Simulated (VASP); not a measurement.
# BaZrO3: structure and properties in VASP, part 3 of 6

Aim: relax BaZrO3, then compute properties on the relaxed cell. The start is a cell from a database of measured crystal structures.

VASP 6.6.1, plane waves and PAW; the level of theory is named at each step.

So far, gap on the k-mesh (eV): step 2 (relaxing cell and atoms (LDA)) 3.22.

### Step 6. Total and projected DOS (LDA)

Level of this step: LDA; plane waves and PAW (Ba_sv, Zr_sv, O) (VASP).

A density of states needs more k-points than a total energy; ISMEAR = -5 takes tetrahedra, and LORBIT projects the states on the PAW spheres. The mesh is finer than in the run before.

INCAR

```
SYSTEM = BaZrO3
PREC = Accurate
ENCUT = 520
EDIFF = 1E-06
NELM = 100
ISMEAR = -5
SIGMA = 0.05
LREAL = .FALSE.
ALGO = Normal
GGA = CA
NBANDS = 35
LORBIT = 11
LWAVE = .FALSE.
LCHARG = .FALSE.
KPAR = 2
NEDOS = 2001
```

POSCAR

```
BaZrO3
1.0
    4.1594782607      0.0000000000      0.0000000000
    0.0000000000      4.1594782607      0.0000000000
    0.0000000000      0.0000000000      4.1594782607
Ba Zr O
1 1 3
Direct
    0.0000000000      0.0000000000      0.0000000000
    0.5000000000      0.5000000000      0.5000000000
    0.5000000000      0.5000000000      0.0000000000
    0.5000000000      0.0000000000      0.5000000000
    0.0000000000      0.5000000000      0.5000000000
```

KPOINTS

```
Automatic mesh
0
Gamma
7 7 7
0 0 0
```

The projector-augmented-wave data sets are Ba_sv, Zr_sv and O (LDA family, release 64).

The run is started by

```
mpirun -np 2 vasp_std
```

The program printed:

```text
[... set-up lines as in an earlier step ...]
 entering main loop
       N       E                     dE             d eps       ncg     rms          rms(c)
DAV:   1     0.280922380901E+03    0.28092E+03   -0.21451E+04  1400   0.113E+03
DAV:   2    -0.336212422970E+02   -0.31454E+03   -0.30191E+03  1691   0.301E+02
DAV:   3    -0.525055699292E+02   -0.18884E+02   -0.18731E+02  2096   0.647E+01
DAV:   4    -0.530674125790E+02   -0.56184E+00   -0.55989E+00  1953   0.881E+00
DAV:   5    -0.530740328340E+02   -0.66203E-02   -0.66196E-02  1876   0.907E-01    0.306E+01
DAV:   6    -0.460687810283E+02    0.70053E+01   -0.20766E+01  1538   0.302E+01    0.118E+01
DAV:   7    -0.458262942030E+02    0.24249E+00   -0.18520E+00  1731   0.716E+00    0.959E+00
DAV:   8    -0.457661150232E+02    0.60179E-01   -0.44676E-01  1640   0.450E+00    0.343E+00
DAV:   9    -0.457416963651E+02    0.24419E-01   -0.74341E-02  1602   0.173E+00    0.613E-01
DAV:  10    -0.457415964084E+02    0.99957E-04   -0.57354E-03  1762   0.553E-01    0.150E-01
DAV:  11    -0.457415124432E+02    0.83965E-04   -0.60859E-04  1545   0.192E-01    0.342E-02
DAV:  12    -0.457415156003E+02   -0.31571E-05   -0.38016E-05  1701   0.403E-02    0.409E-02
DAV:  13    -0.457415131926E+02    0.24077E-05   -0.51483E-06  1649   0.183E-02    0.212E-03
DAV:  14    -0.457415132226E+02   -0.30016E-07   -0.33936E-07   860   0.412E-03
   1 F= -.45741513E+02 E0= -.45741513E+02  d E =0.000000E+00
```

Elapsed: 26 s, on 2 MPI ranks of AMD EPYC 7R43, shared host; peak memory 0.3 GiB.

OUTCAR, selected parts (step 6):

```text
   k-points           NKPTS =     20   k-points in BZ     NKDIM =     20   number of bands    NBANDS=     35

   NELECT =      40.0000    total number of electrons

 E-fermi :   3.5877

 k-point     1 :       0.0000    0.0000    0.0000
  band No.  band energies     occupation
    ...
     16       2.5996      2.00000
     17       2.5996      2.00000
     18       3.4475      2.00000
     19       3.4475      2.00000
     20       3.4475      2.00000
     21       6.7534      0.00000
     22       6.7534      0.00000
     23       6.7534      0.00000
     24       8.1793      0.00000
     25       8.1793      0.00000
    ...

  Total       -0.0136881     -0.0136881     -0.0136881      0.0000000      0.0000000     -0.0000000
  in kB       -0.3047445     -0.3047445     -0.3047445      0.0000000      0.0000000     -0.0000000
  external PRESSURE =      -0.3047445 kB  Pullay stress =       0.0000000 kB

  FREE ENERGIE OF THE ION-ELECTRON SYSTEM (eV)
  ---------------------------------------------------
  free  energy   TOTEN  =       -45.7415132226 eV

  energy  without entropy=      -45.7415132226  energy(sigma->0) =      -45.74151322

[... 7 parts as in an earlier step ...]

[... 10 further parts left out ...]
```

This step gave:

| Property | Result |
| --- | --- |
| irreducible k-points | 20 |
| Fermi energy | 3.588 eV |
| pressure | -0.03047 GPa |
| valence top at k | 0.4286, 0.4286, 0.4286 |
| gap on the k-mesh | 3.173 eV |
| least direct gap on the k-mesh | 3.306 eV |

The density of states has structure finer than the step of the table below, so its rows give means over 2 eV, whole bins alone (the curve runs from -12.0 to 7.76 eV). Peaks (eV: height): total -10.2: 20.7, -10.0: 20.5, -3.6: 11.0, -2.5: 23.2; O p -3.6: 5.75, -3.6: 5.78, -2.5: 10.7, -0.7: 6.49; Zr d -3.6: 3.08, -2.5: 2.76, 5.7: 4.18, 7.5: 0.873; Ba d 6.1: 0.883, 6.8: 1.44, 7.3: 1.63, 7.5: 1.72; Ba p -10.2: 18.2, -10.0: 18.2.

States under -12.0 eV and over 7.8 eV are left out; flat bands give spikes narrower than the energy grid, so sums over such rows miss the true count of states. Table of density of states by energy, zero at the valence-band top; means over each step; values in states/eV/cell:

```csv
energy (eV),total,O p,Zr d,Ba d,Ba p
-10,3.12,0.0305,0.00730,7.2e-4,2.72
-8,0,0,0,0,0
-6,0,0,0,0,0
-4,1.55,0.783,0.292,0.0124,0.0114
-2,4.92,2.61,0.399,0.0999,0.135
0,2.81,1.89,0.0359,0.0300,0.0342
2,0,0,0,0,0
4,0.948,0.0746,0.552,0.0611,8.7e-4
6,3.00,0.369,1.10,0.603,0.00904
```

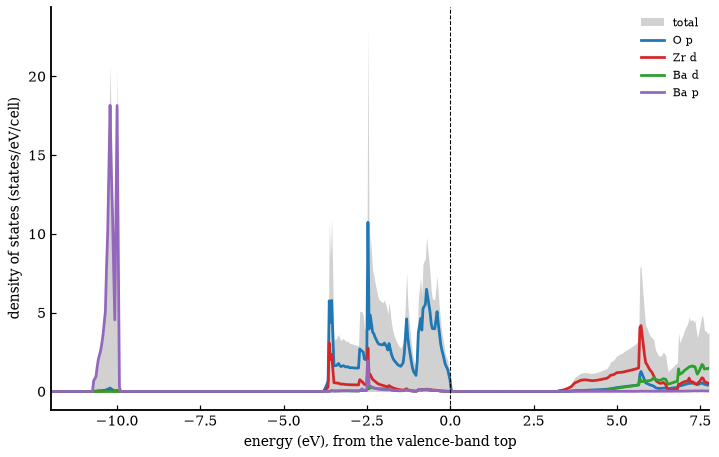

Density of states against energy.

The gap on this mesh is 3.17 eV, over the 3.11 eV of the band run, since this mesh misses a band edge. In the top eV of the valence band the largest shares in the PAW spheres are O p 67 %. The rest lies in smaller channels or between the spheres.

### Step 7. Vibrations at Γ (LDA)

Zone-centre modes test whether the atoms sit at a minimum within this cell. IBRION = 8 takes the force constants from linear response, which needs tightly converged orbitals.

INCAR

```
SYSTEM = BaZrO3
PREC = Accurate
ENCUT = 520
EDIFF = 1E-08
NELM = 100
ISMEAR = -1
SIGMA = 0.05
LREAL = .FALSE.
ALGO = Normal
GGA = CA
NBANDS = 26
LORBIT = 11
LWAVE = .FALSE.
LCHARG = .FALSE.
KPAR = 2
IBRION = 8
LEPSILON = .TRUE.
ISIF = 2
```

POSCAR is that of step 6.

KPOINTS

```
Automatic mesh
0
Gamma
5 5 5
0 0 0
```

The run is started by

```
mpirun -np 2 vasp_std
```

The program printed:

```text
[... set-up lines as in an earlier step ...]
 entering main loop
       N       E                     dE             d eps       ncg     rms          rms(c)
[... 13 cycles as in an earlier step ...]
DAV:  14    -0.457398992494E+02   -0.16935E-07   -0.71006E-07   664   0.659E-03    0.302E-03
DAV:  15    -0.457398992349E+02    0.14531E-07   -0.63713E-08   644   0.225E-03    0.677E-04
DAV:  16    -0.457398992338E+02    0.10737E-08   -0.11709E-08   498   0.846E-04
   1 F= -.45739899E+02 E0= -.45739899E+02  d E =-.414642E-10
 Linear response reoptimize wavefunctions to high precision
DAV:   1    -0.457398992339E+02   -0.86402E-10   -0.28789E-09   386   0.368E-04
DAV:   2    -0.457398992340E+02   -0.14825E-09   -0.30230E-10   302   0.100E-04
DAV:   3    -0.457398992340E+02    0.45929E-10   -0.10498E-10   302   0.478E-05
 Linear response G [H, r] |phi>, progress :
  Direction:   1
       N       E                     dE             d eps       ncg     rms
RMM:   1    -0.138421730780E+03   -0.13842E+03    0.11204E+03  1145   0.157E+02
RMM:   2    -0.134423311732E+03    0.39984E+01   -0.41112E+01   979   0.303E+01
RMM:   3    -0.135930621549E+03   -0.15073E+01   -0.87556E+00  1133   0.953E+00
RMM:   4    -0.136329206924E+03   -0.39859E+00   -0.13766E+00  1218   0.363E+00
RMM:   5    -0.136395625595E+03   -0.66419E-01   -0.23236E-01  1217   0.141E+00
RMM:   6    -0.136409870935E+03   -0.14245E-01   -0.11358E+00  1246   0.594E-01
RMM:   7    -0.136417985936E+03   -0.81150E-02   -0.15093E-01  1209   0.308E-01
RMM:   8    -0.136417970871E+03    0.15066E-04    0.29523E-01  1194   0.175E-01
RMM:   9    -0.136416812061E+03    0.11588E-02    0.22615E-01  1200   0.110E-01
RMM:  10    -0.136417169643E+03   -0.35758E-03    0.15051E-01  1173   0.736E-02
RMM:  11    -0.136416781670E+03    0.38797E-03    0.12668E-01  1132   0.503E-02
RMM:  12    -0.136417082183E+03   -0.30051E-03    0.76961E-02  1112   0.371E-02
RMM:  13    -0.136416808550E+03    0.27363E-03    0.75880E-02  1090   0.275E-02
RMM:  14    -0.136417029556E+03   -0.22101E-03    0.35440E-02  1074   0.220E-02
RMM:  15    -0.136416832093E+03    0.19746E-03    0.42458E-02  1035   0.178E-02
RMM:  16    -0.136416904478E+03   -0.72385E-04    0.18141E-02  1019   0.155E-02
RMM:  17    -0.136416785934E+03    0.11854E-03    0.23359E-02  1015   0.138E-02
RMM:  18    -0.136416819319E+03   -0.33385E-04    0.11879E-02   994   0.128E-02
RMM:  19    -0.136416758087E+03    0.61232E-04    0.11975E-02   977   0.121E-02
RMM:  20    -0.136416810358E+03   -0.52271E-04    0.69172E-03   951   0.117E-02
RMM:  21    -0.136416764817E+03    0.45542E-04    0.74192E-03   932   0.114E-02
RMM:  22    -0.136416783074E+03   -0.18258E-04    0.50824E-03   926   0.113E-02
 Linear response G [H, r] |phi>, progress :
  Direction:   2
       N       E                     dE             d eps       ncg     rms
RMM:   1    -0.154651479306E+03   -0.15465E+03    0.10032E+03  1152   0.159E+02
RMM:   2    -0.151379284553E+03    0.32722E+01   -0.58702E+01   964   0.327E+01
RMM:   3    -0.153245932297E+03   -0.18666E+01   -0.12802E+01  1171   0.108E+01
RMM:   4    -0.153688366553E+03   -0.44243E+00   -0.20187E+00  1255   0.423E+00
RMM:   5    -0.153767347162E+03   -0.78981E-01   -0.40391E-01  1263   0.168E+00
RMM:   6    -0.153785633760E+03   -0.18287E-01   -0.15149E+00  1273   0.676E-01
RMM:   7    -0.153793687163E+03   -0.80534E-02   -0.20140E+00  1239   0.341E-01
RMM:   8    -0.153792128668E+03    0.15585E-02   -0.17025E+00  1218   0.187E-01
RMM:   9    -0.153792901595E+03   -0.77293E-03   -0.13597E+00  1224   0.113E-01
RMM:  10    -0.153792068101E+03    0.83349E-03   -0.99362E-01  1207   0.749E-02
RMM:  11    -0.153792586301E+03   -0.51820E-03   -0.71538E-01  1169   0.507E-02
RMM:  12    -0.153791935439E+03    0.65086E-03   -0.53322E-01  1143   0.380E-02
RMM:  13    -0.153792456816E+03   -0.52138E-03   -0.35890E-01  1120   0.284E-02
RMM:  14    -0.153791930033E+03    0.52678E-03   -0.25213E-01  1109   0.234E-02
RMM:  15    -0.153792307518E+03   -0.37749E-03   -0.16123E-01  1089   0.194E-02
RMM:  16    -0.153792084038E+03    0.22348E-03   -0.10729E-01  1059   0.173E-02
RMM:  17    -0.153792342455E+03   -0.25842E-03   -0.69535E-02  1045   0.155E-02
RMM:  18    -0.153792202441E+03    0.14001E-03   -0.46789E-02  1021   0.145E-02
RMM:  19    -0.153792374672E+03   -0.17223E-03   -0.32904E-02   994   0.137E-02
RMM:  20    -0.153792277884E+03    0.96788E-04   -0.22897E-02   984   0.133E-02
RMM:  21    -0.153792362023E+03   -0.84139E-04   -0.17156E-02   975   0.129E-02
RMM:  22    -0.153792322399E+03    0.39624E-04   -0.12460E-02   971   0.128E-02
 Linear response G [H, r] |phi>, progress :
  Direction:   3
       N       E                     dE             d eps       ncg     rms
RMM:   1    -0.165138247336E+03   -0.16514E+03    0.96637E+02  1107   0.156E+02
RMM:   2    -0.162326162735E+03    0.28121E+01   -0.68987E+01   903   0.307E+01
RMM:   3    -0.164997941772E+03   -0.26718E+01   -0.17274E+01  1094   0.967E+00
RMM:   4    -0.165420845829E+03   -0.42290E+00   -0.21103E+00  1154   0.353E+00
RMM:   5    -0.165498585073E+03   -0.77739E-01   -0.38331E-01  1179   0.135E+00
RMM:   6    -0.165515748817E+03   -0.17164E-01   -0.74827E-02  1198   0.552E-01
RMM:   7    -0.165518568327E+03   -0.28195E-02   -0.39945E-01  1141   0.269E-01
RMM:   8    -0.165519415268E+03   -0.84694E-03   -0.26365E-01  1121   0.153E-01
RMM:   9    -0.165519873652E+03   -0.45838E-03   -0.16998E-01  1117   0.960E-02
RMM:  10    -0.165520052339E+03   -0.17869E-03   -0.13415E-01  1087   0.664E-02
RMM:  11    -0.165520075128E+03   -0.22789E-04   -0.76139E-02  1062   0.478E-02
RMM:  12    -0.165520141929E+03   -0.66801E-04   -0.57355E-02  1042   0.378E-02
RMM:  13    -0.165520105092E+03    0.36837E-04   -0.31172E-02  1034   0.302E-02
RMM:  14    -0.165520132680E+03   -0.27588E-04   -0.21288E-02  1021   0.263E-02
RMM:  15    -0.165520119560E+03    0.13120E-04   -0.12088E-02  1008   0.230E-02
RMM:  16    -0.165520125732E+03   -0.61724E-05   -0.72061E-03   994   0.214E-02
RMM:  17    -0.165520123923E+03    0.18094E-05   -0.42925E-03   985   0.200E-02
RMM:  18    -0.165520124037E+03   -0.11463E-06   -0.25325E-03   978   0.194E-02
RMM:  19    -0.165520120924E+03    0.31128E-05   -0.14064E-03   955   0.187E-02
RMM:  20    -0.165520120190E+03    0.73490E-06   -0.80758E-04   950   0.184E-02
 Linear response to external field (no local field effect), progress :
  Direction:   1
       N       E                     dE             d eps       ncg     rms          rms(c)
RMM:   1    -0.542446841462E+00   -0.54245E+00   -0.19355E+00  1136   0.368E+00
RMM:   2    -0.558483761742E+00   -0.16037E-01   -0.51830E-02  1153   0.831E-01
[...]
RMM:   9    -0.706122181303E+00   -0.27258E-05   -0.10383E-05  2271   0.474E-03    0.255E-04
RMM:  10    -0.706124970741E+00   -0.27894E-05   -0.82408E-07  2273   0.301E-03    0.116E-04
RMM:  11    -0.706124704122E+00    0.26662E-06    0.34281E-06  2327   0.207E-03    0.151E-04
RMM:  12    -0.706124165850E+00    0.53827E-06   -0.28676E-07  2240   0.157E-03    0.210E-04
RMM:  13    -0.706123123298E+00    0.10426E-05    0.13627E-06  2225   0.127E-03    0.250E-04
RMM:  14    -0.706120336585E+00    0.27867E-05   -0.88766E-07  2090   0.122E-03    0.463E-04
RMM:  15    -0.706122463719E+00   -0.21271E-05    0.70347E-07  2033   0.993E-04    0.355E-04
RMM:  16    -0.706123180008E+00   -0.71629E-06   -0.77448E-07  2250   0.801E-04    0.352E-04
RMM:  17    -0.706118784765E+00    0.43952E-05    0.16791E-07  2173   0.846E-04    0.496E-04
RMM:  18    -0.706128728739E+00   -0.99440E-05   -0.39761E-07  2390   0.113E-03    0.127E-04
RMM:  19    -0.706130648934E+00   -0.19202E-05    0.44288E-07  2188   0.674E-04    0.591E-05
RMM:  20    -0.706132347204E+00   -0.16983E-05   -0.11720E-07  2217   0.589E-04    0.344E-05
RMM:  21    -0.706131957543E+00    0.38966E-06   -0.33468E-07  2104   0.526E-04    0.257E-05
RMM:  22    -0.706132455790E+00   -0.49825E-06   -0.28922E-07  2235   0.485E-04    0.165E-05
RMM:  23    -0.706132702971E+00   -0.24718E-06   -0.22031E-07  2304   0.457E-04    0.107E-05
RMM:  24    -0.706133009023E+00   -0.30605E-06    0.13675E-07  2294   0.438E-04    0.747E-06
RMM:  25    -0.706133271108E+00   -0.26208E-06    0.15669E-07  2314   0.422E-04    0.452E-06
RMM:  26    -0.706133333507E+00   -0.62399E-07   -0.89750E-08  2359   0.406E-04    0.295E-06
RMM:  27    -0.706133366561E+00   -0.33054E-07   -0.14192E-07  2366   0.395E-04    0.356E-06
RMM:  28    -0.706133381375E+00   -0.14814E-07    0.29885E-07  2227   0.385E-04    0.478E-06
RMM:  29    -0.706133340026E+00    0.41348E-07    0.30058E-07  2244   0.377E-04    0.682E-06
RMM:  30    -0.706133400013E+00   -0.59987E-07    0.21570E-07  2204   0.370E-04    0.793E-06
RMM:  31    -0.706133358661E+00    0.41352E-07    0.59103E-07  2087   0.363E-04    0.962E-06
RMM:  32    -0.706133332676E+00    0.25985E-07    0.42968E-07  2310   0.359E-04    0.123E-05
RMM:  33    -0.706133286374E+00    0.46302E-07    0.36797E-07  2255   0.354E-04    0.143E-05
RMM:  34    -0.706133301900E+00   -0.15526E-07    0.81654E-07  2191   0.350E-04    0.166E-05
RMM:  35    -0.706133295684E+00    0.62161E-08    0.62315E-07  2023   0.346E-04    0.174E-05
RMM:  36    -0.706133275883E+00    0.19801E-07    0.51561E-07  2221   0.343E-04    0.198E-05
RMM:  37    -0.706133251505E+00    0.24378E-07    0.31007E-07  2011   0.340E-04    0.204E-05
RMM:  38    -0.706133258894E+00   -0.73894E-08    0.76244E-07  2001   0.337E-04    0.209E-05
RMM:  39    -0.706133197196E+00    0.61698E-07    0.59184E-07  2159   0.335E-04    0.233E-05
 first order change of Fermi-energy  -0.74236E-02
 force on displaced ion       2 direction 1 :  -9.505   0.000   0.000
 Born effective charge ion    2 direction 1 :   6.129   0.000   0.000
 Linear response progress:
  Degree of freedom:   3/  4
       N       E                     dE             d eps       ncg     rms          rms(c)
RMM:   1    -0.370450271457E+00   -0.37045E+00    0.18498E-01  2850   0.264E+00
RMM:   2    -0.360087275661E+00    0.10363E-01   -0.11569E-02  2421   0.399E-01    0.117E-01
RMM:   3    -0.361293653398E+00   -0.12064E-02   -0.20105E-03  2493   0.151E-01    0.599E-02
RMM:   4    -0.362727265359E+00   -0.14336E-02   -0.76343E-04  2507   0.114E-01    0.153E-02
RMM:   5    -0.362756183053E+00   -0.28918E-04   -0.13901E-04  3017   0.347E-02    0.504E-03
RMM:   6    -0.362781128617E+00   -0.24946E-04   -0.18624E-05  3187   0.126E-02    0.169E-03
RMM:   7    -0.362782253540E+00   -0.11249E-05    0.62681E-06  3208   0.578E-03    0.854E-04
RMM:   8    -0.362780545780E+00    0.17078E-05    0.18923E-05  3291   0.329E-03    0.310E-04
RMM:   9    -0.362780303537E+00    0.24224E-06    0.21446E-06  3288   0.199E-03    0.233E-04
RMM:  10    -0.362781849310E+00   -0.15458E-05    0.64328E-06  3283   0.139E-03    0.689E-05
RMM:  11    -0.362782048665E+00   -0.19936E-06    0.50044E-06  3360   0.947E-04    0.443E-05
RMM:  12    -0.362782528070E+00   -0.47940E-06    0.43351E-06  3408   0.708E-04    0.295E-05
RMM:  13    -0.362782660144E+00   -0.13207E-06    0.30228E-06  3453   0.541E-04    0.205E-05
RMM:  14    -0.362782854403E+00   -0.19426E-06    0.23485E-06  3363   0.446E-04    0.523E-06
RMM:  15    -0.362782903566E+00   -0.49164E-07    0.17807E-06  3430   0.378E-04    0.118E-05
RMM:  16    -0.362782963049E+00   -0.59482E-07    0.10157E-06  3346   0.337E-04    0.152E-06
RMM:  17    -0.362783003712E+00   -0.40664E-07    0.11838E-06  3368   0.309E-04    0.772E-06
RMM:  18    -0.362783026977E+00   -0.23265E-07    0.85325E-07  3287   0.290E-04    0.152E-06
RMM:  19    -0.362783035274E+00   -0.82971E-08    0.70204E-07  3228   0.277E-04    0.497E-06
RMM:  20    -0.362783010026E+00    0.25249E-07    0.36853E-07  3076   0.267E-04    0.206E-06
RMM:  21    -0.362783066869E+00   -0.56843E-07    0.39760E-07  3248   0.261E-04    0.346E-06
RMM:  22    -0.362783099509E+00   -0.32640E-07    0.32120E-07  3078   0.255E-04    0.201E-06
RMM:  23    -0.362783059188E+00    0.40321E-07    0.39717E-07  3000   0.252E-04    0.343E-06
RMM:  24    -0.362783093724E+00   -0.34536E-07    0.16855E-07  3100   0.249E-04    0.105E-06
RMM:  25    -0.362783070399E+00    0.23325E-07    0.35771E-07  2997   0.247E-04    0.306E-06
RMM:  26    -0.362783054195E+00    0.16204E-07    0.99338E-08  2963   0.245E-04    0.122E-06
RMM:  27    -0.362783082890E+00   -0.28695E-07    0.28245E-07  3002   0.244E-04    0.237E-06
RMM:  28    -0.362783080628E+00    0.22626E-08    0.73516E-08  2894   0.244E-04    0.128E-06
 first order change of Fermi-energy  -0.16824E+00
 force on displaced ion       3 direction 1 :  -2.360   0.000   0.000
 Born effective charge ion    3 direction 1 :  -2.030   0.000   0.000
 Linear response progress:
  Degree of freedom:   4/  4
       N       E                     dE             d eps       ncg     rms          rms(c)
RMM:   1    -0.380243333047E+00   -0.38024E+00    0.18826E-01  1922   0.281E+00
RMM:   2    -0.367374566611E+00    0.12869E-01   -0.42052E-02  1745   0.598E-01    0.163E-01
RMM:   3    -0.368859117787E+00   -0.14846E-02   -0.47662E-03  1734   0.259E-01    0.918E-02
RMM:   4    -0.370617714009E+00   -0.17586E-02   -0.14052E-03  1793   0.156E-01    0.284E-02
RMM:   5    -0.370907827494E+00   -0.29011E-03   -0.36963E-04  1976   0.621E-02    0.972E-03
RMM:   6    -0.370960386315E+00   -0.52559E-04   -0.83998E-05  2103   0.234E-02    0.629E-03
RMM:   7    -0.370937588784E+00    0.22798E-04   -0.64474E-05  1949   0.119E-02    0.153E-03
RMM:   8    -0.370949689607E+00   -0.12101E-04   -0.64865E-05  2085   0.596E-03    0.484E-04
RMM:   9    -0.370954428590E+00   -0.47390E-05   -0.41650E-05  2142   0.312E-03    0.384E-04
RMM:  10    -0.370956243719E+00   -0.18151E-05   -0.34795E-05  2181   0.185E-03    0.141E-04
RMM:  11    -0.370956845630E+00   -0.60191E-06   -0.16580E-05  2181   0.119E-03    0.494E-05
RMM:  12    -0.370956455162E+00    0.39047E-06   -0.15365E-05  2203   0.813E-04    0.782E-05
RMM:  13    -0.370956472076E+00   -0.16915E-07   -0.92570E-06  2258   0.593E-04    0.714E-05
RMM:  14    -0.370956496116E+00   -0.24040E-07   -0.82022E-06  2265   0.472E-04    0.102E-04
RMM:  15    -0.370956634947E+00   -0.13883E-06   -0.45894E-06  2137   0.393E-04    0.828E-05
RMM:  16    -0.370956559841E+00    0.75106E-07   -0.42031E-06  2192   0.340E-04    0.108E-04
RMM:  17    -0.370956649270E+00   -0.89429E-07   -0.28113E-06  2215   0.293E-04    0.110E-04
RMM:  18    -0.370956680314E+00   -0.31044E-07   -0.23389E-06  2236   0.268E-04    0.121E-04
RMM:  19    -0.370956652709E+00    0.27605E-07   -0.16956E-06  2154   0.242E-04    0.121E-04
 first order change of Fermi-energy   0.36054E-02
 force on displaced ion       3 direction 3 :   0.000   0.000 -13.861
 Born effective charge ion    3 direction 3 :   0.000   0.000  -4.840
 Born effective charges drift removed
 Linear response finished
```

It took 7.9 min on 2 MPI ranks; peak memory 0.57 GiB.

(Part 3 of 6 ends here.)

[Lines on the potential files, build, host, timing and source positions are cut from VASP's logs without a mark.]

[Logs are printed without paths, hosts, clocks, repeated set-up lines and the standing remarks that a program may print on its own settings, such as how far it seeks lower states.]

[Hosts, paths, dates, database ids (printed as entryN), source tags and the programs' standing remarks are cut or masked in the printed files.]

[A measured line is paired with the nearest computed mode of its activity, which favours agreement.]
